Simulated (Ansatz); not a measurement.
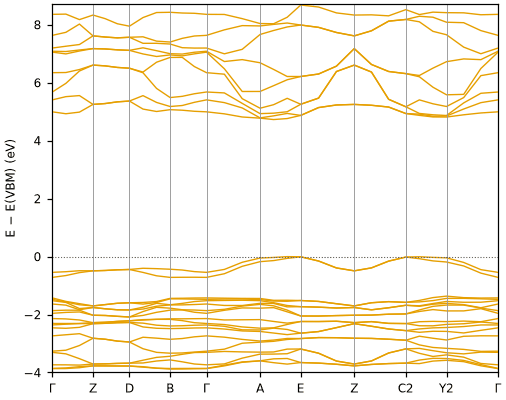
Figure: Band structure from the program Ansatz at the HSE06 level (PAW)

**Question.** Read off the gap and where the band edges lie.

**Answer.** About 4.7 eV (4.72 eV among the points solved); maximum on the A–E line, 75 % of the way from A, minimum on the A–E line, 41 % of the way from A.

The material is RbGeCl$_{3}$ in space group P2_1/m (No. 11; Rb on 2e, Ge on 2e, Cl on 2e, Cl on 4f).

The first step of the workflow began from a Materials Project structure, measured or hypothetical; the Crystallography Open Database files this formula in space group No. 11, but the cells were not matched. Its standing as an ambient phase is unchecked. The HSE06 relaxation kept the symmetry of its start; its stability against distortions is not shown here. The hybrid was solved on a coarse mesh, the path and, where they were found, the r²SCAN edge points; its band edges are the extreme levels among these. Spin–orbit coupling is left out wherever it is not named.

Potentials: the later of the program's two PAW sets.
